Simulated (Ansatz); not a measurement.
The figure comes from a scan of Lu (hcp, Mg type): one Lu atom of a 2-atom cell moves by s along Cartesian [110], with its periodic images. The numbers are results of r2SCAN (plane waves to 500 eV, PAW, scalar-relativistic; Ansatz, a quantum-chemistry and plane-wave program), not measurements. k mesh 12×12×7 (Γ-centred), Fermi-Dirac smearing 0.05 eV. The energy includes the smearing's −TS. With partly filled bands, energies and forces of such displacements shift with the k mesh and the smearing. Lu is run without spin polarisation. Lu was relaxed with its symmetry unable to fall. The PAW data are Ansatz's earlier set. ΔE is measured from the undisplaced structure.

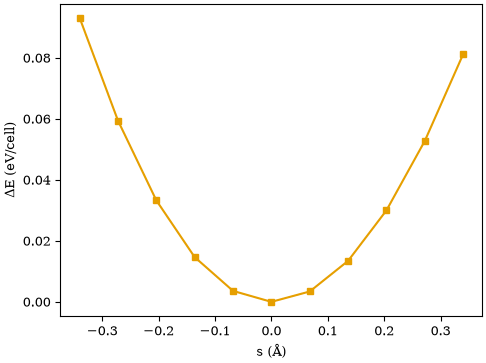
Figure: ΔE (eV/cell) against s (Å); one marker a computed point.

Question: Read the plotted values off the figure, to the accuracy that the plot allows.

Answer: To the nearest 0.002:

```
s (Å)   ΔE (eV/cell)
------  ------------
-0.340         0.094
-0.272         0.060
-0.204         0.034
-0.136         0.014
-0.068         0.004
0.000          0.000
0.068          0.004
0.136          0.014
0.204          0.030
0.272          0.052
0.340          0.082
```

(For displaced atoms, the force is minus the slope of the energy, and its curvature is a force constant, which sets phonon frequencies.)
